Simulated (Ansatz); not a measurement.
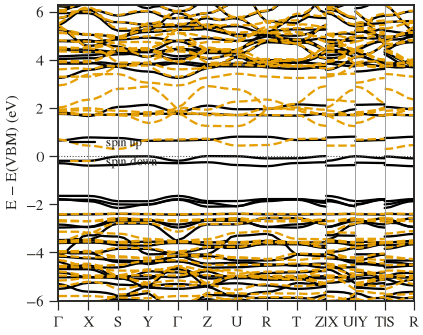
Figure. Band structure from plane-wave PAW PBE+D3(BJ) (Ansatz code)

Q: Read off the gap and where the band edges lie.

A: About 0.3 eV (0.29 eV by a search for the band edges); maximum at Z, minimum at S.

The material is C$_{8}$H$_{4}$MnN$_{6}$Pt in space group Pmmm (No. 47; Pearson symbol oP20).

The cell is a constructed one: a structure type filled with these elements; neither database checked (COD, Materials Project) lists it. Its standing as an ambient phase is unchecked. The PBE+D3(BJ) relaxation kept the symmetry of its start; whether a distortion lowers the energy is not shown. The final state is ferromagnetic, the only order run, not a proven ground state. No Hubbard U is applied. Spin–orbit coupling is left out wherever it is not named.

Potentials: the later of the program's two PAW sets.
